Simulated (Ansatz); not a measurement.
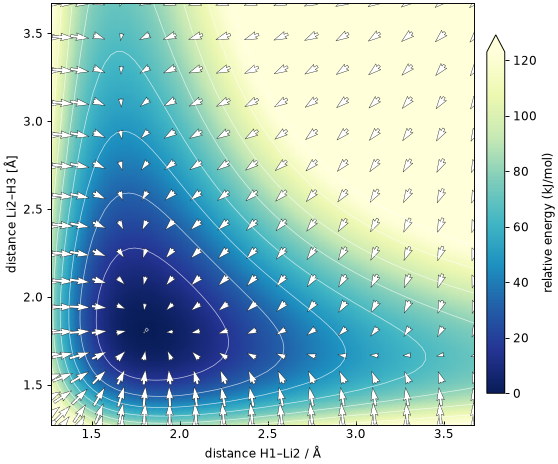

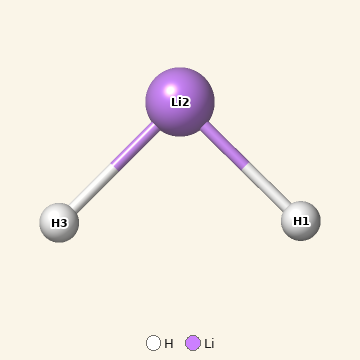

Energy landscape of the system H⁻ + LiH. 
- Coordinates scanned: (1) distance H1–Li2; (2) distance Li2–H3.
- Nothing is relaxed (the angle H1–Li2–H3 is fixed at 90 degrees).
- The scan uses a 17 × 17 grid; 153 points were computed and 136 follow by symmetry.
- Points are written as (first, second).
- All energies are given in kJ/mol relative to the lowest grid point.
- The reference is spin-restricted, so regions where a bond is pulled apart into radicals lie too high.
- Computed with Ansatz 0.2.0, RHF/aug-cc-pVTZ.

In the figure: a smooth colour map with a few white contour lines, arrows along the force (downhill), their lengths compressed, one colour for all values above the top of the scale. Between grid points the surface is interpolated. The second picture is the structure at the lowest point.

Describe this landscape.

Answer. The lowest grid point is at (1.801 Å, 1.801 Å). It is the only kind of minimum in the scanned range. The highest grid point, (3.672 Å, 3.672 Å), lies 262 kJ/mol above the lowest. Round the minimum the valley is somewhat tilted: raising distance H1–Li2 shifts the best value of distance Li2–H3 downwards (coupling k₁₂/√(k₁₁k₂₂) about 0.2).

The input of one point:

```yaml
crystal:
  periodic: [false, false, false]
  atoms:
    - { symbol: H, position_ang: [-1.801, 0.0, 0.0] }
    - { symbol: Li, position_ang: [0.0, 0.0, 0.0] }
    - { symbol: H, position_ang: [0.0, 1.801, 0.0] }
total_charge: -1
basis:
  gaussian: { orbitals: aug-cc-pVTZ }
hamiltonian:
  xc: hf
output:
  forces: true
```

Each point was launched as `ansatz run input.yaml --threads 1 --pin off --max-ram 2560MiB --backend cpu --events-out ev --progress --plain --runs-dir out`. Time for the 153 points that were run: 42 s on 1 thread of AMD EPYC 7R43 64-Core Processor (Zen 3), on a shared host.
